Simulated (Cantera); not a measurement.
Charge: 1 mol CuO, 0.51 mol CH₄, 8.2 mol N₂, at 825 K.

Method: chemical equilibrium by Gibbs-energy minimisation in Cantera with the NASA 1993 tables (ideal gas, pure condensed phases). Candidate condensed phases: C, C₆H₆, C₇H₈, C₈H₁₈, Cu, CuO, Cu(OH)₂, Cu₂O, H₂O; 139 gas species. Rates play no part.

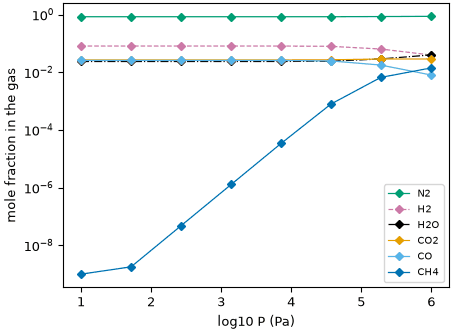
Equilibrium gas composition (values under 1e-9 drawn at 1e-9)

Q: Read off the mole fractions at 2.03 Torr.

A: N₂ about 0.84, H₂ about 0.081, CO₂ about 0.027, CO about 0.026, H₂O about 0.024, CH₄ about 4.8e-8.
